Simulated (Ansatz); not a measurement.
# Calculations on WCl₂F₅

## 1. Relaxation

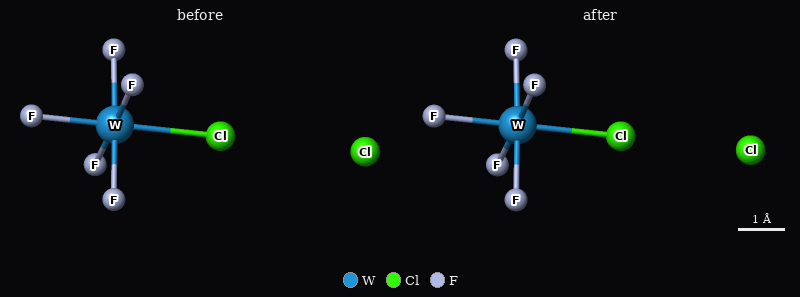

The structure of WCl2F5 (multiplicity 2) before (left) and after (right) a relaxation, at one scale.

Style: ball-and-stick. Shown at a tilt.

The run prepares an end point of a later path (reaction) calculation, from a guessed geometry.

These are results of Ansatz, UKS PBE/def2-SVP, not measurements. (collinear spin; force threshold 0.03 eV/Å; at most 50 steps)

**Describe what moved and what it gained.**

Over 6 accepted moves (7 points after the start) the energy falls by 1.01 kcal/mol. The largest force component goes from 0.91 to 0.0078 eV/Å. The line search rejected the trial step at point 6 of the run. The forces were under the threshold at step 5, but the run went on from there. The largest move after the best rigid fit is that of a Cl atom, 0.33 Å. By element the largest moves are Cl 0.33 Å, W 0.06 Å, F 0.06 Å. Near-neighbour distances that change, for instance: Cl–Cl 3.237 → 2.905 Å, Cl–W 2.362 → 2.307 Å. The run took 94 s on 4 threads of Arm Neoverse V2 (shared host), peak memory 0.42 GiB.

Limits of the set-up: the start holds two separate molecules, 3.2 Å apart at their closest, whose relative position is a soft coordinate and is computed without a dispersion correction.

## 2. Relaxation

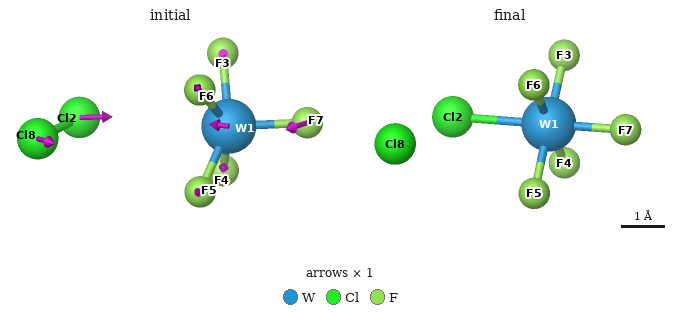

The structure of WCl$_{2}$F$_{5}$ (multiplicity 2) before (left) and after (right) a relaxation, at one scale. The purple arrows give the displacements, at their true length.

The picture is a ball-and-stick view, seen at a tilt.

The run prepares an end point of a later path (reaction) calculation, from a guessed geometry.

All numbers below come from UKS PBE/def2-SVP (Ansatz). Settings: collinear spin; force threshold 0.03 eV/Å; at most 50 steps.

Describe what moved and what it gained.

The energy falls by 129.3 kJ/mol in 10 geometry steps. Largest force component: 0.26 eV/Å at the start, 0.013 eV/Å at the end. The atom that moves furthest after the best rigid fit is Cl2 (0.78 Å). Largest moves by element: Cl 0.78 Å, F 0.77 Å, W 0.50 Å. Some distances before and after: W1–Cl2 3.585 → 2.338 Å, Cl2–Cl8 2.050 → 2.660 Å, W1–F3 1.878 → 1.864 Å, W1–F7 1.857 → 1.863 Å. New bonds form, among them: W1–Cl2 (3.58 → 2.34 Å). Bond angles that change, for instance: F5–W1–F7 117.0° → 90.1°, F3–W1–F5 154.4° → 179.2°, F3–W1–F4 99.1° → 89.3°.

Limits of the set-up: the start holds two separate molecules, 3.6 Å apart at their closest, whose relative position is a soft coordinate and is computed without a dispersion correction.

## 3. Path

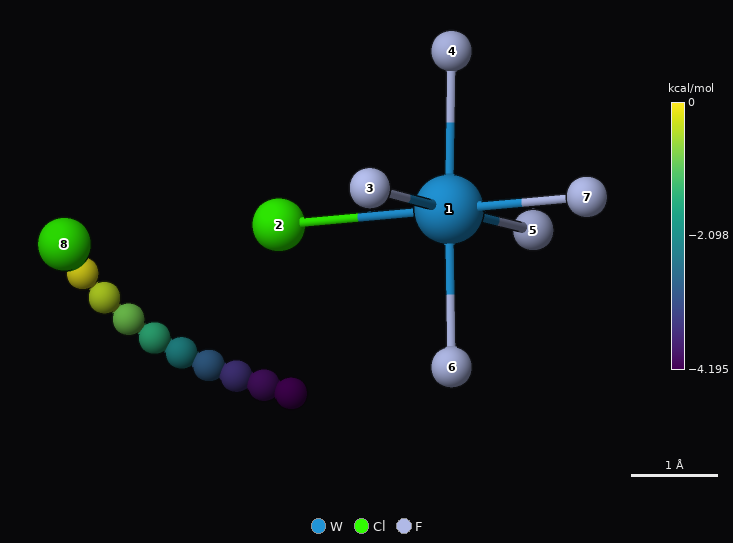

NEB run on WCl$_{2}$F$_{5}$ (multiplicity 2), made up at the start of WClF5 and Cl. Images are numbered from 0 (start) to 10 (end). The start is drawn whole; smaller spheres mark the moving atoms (Cl) in the later images, joined by lines and coloured by the energy of the image relative to the start. Style: ball-and-stick. Shown at a tilt.

Level of theory: UKS PBE/def2-SVP in Ansatz 0.2.0. Run with 9 movable images; climbing image; force threshold 0.05 eV/Å; iteration limit 36; starting path through a guess of the saddle point.

What moves, how far, and at what cost in energy?

No bond forms or breaks between the ends. No barrier shows: the energy is highest at the start, and the end lies 4.20 kcal/mol below the start. The band converged in 9 iterations. The largest component of the band force went from 3.5 to 0.022 eV/Å.

Limits of the set-up: the start holds two separate molecules, 2.9 Å apart at their closest, whose relative position is a soft coordinate and is computed without a dispersion correction.

Cost: 9.7 min on 4 threads of Arm Neoverse V2, on a shared host, peak memory 0.44 GiB.
